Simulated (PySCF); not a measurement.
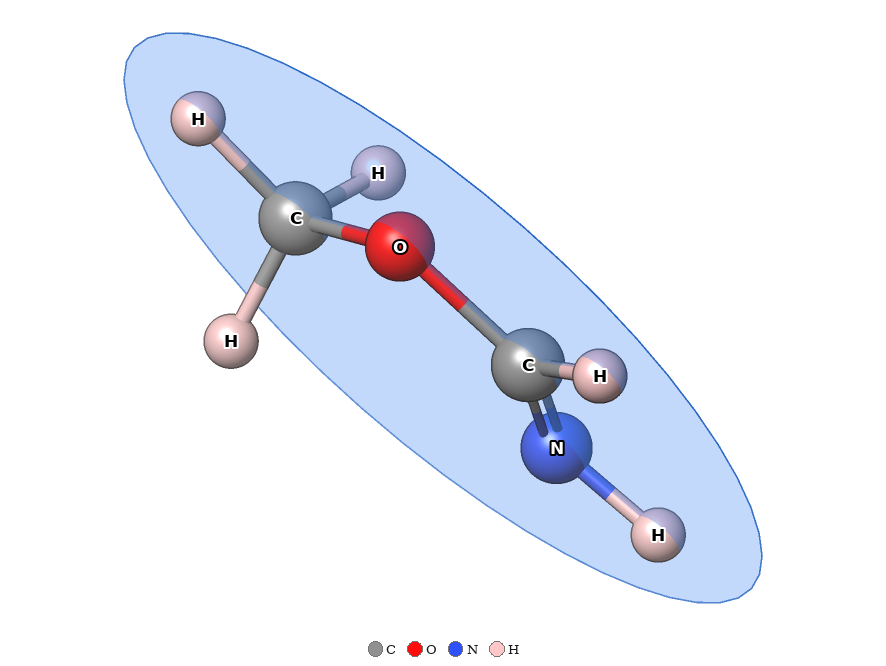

All proper rotation axes (lines) and mirror planes (discs) of the structure are drawn in. Atoms fade into the background with distance from the viewer. Computed geometry: GFN2-xTB optimisation. No frequency run is at hand to confirm it as a minimum.

Question: Name the symmetry elements and the point group.

Answer: It has 1 mirror plane. Point group Cs. The group has 2 operations. The geometry is achiral, and symmetry allows a dipole moment.
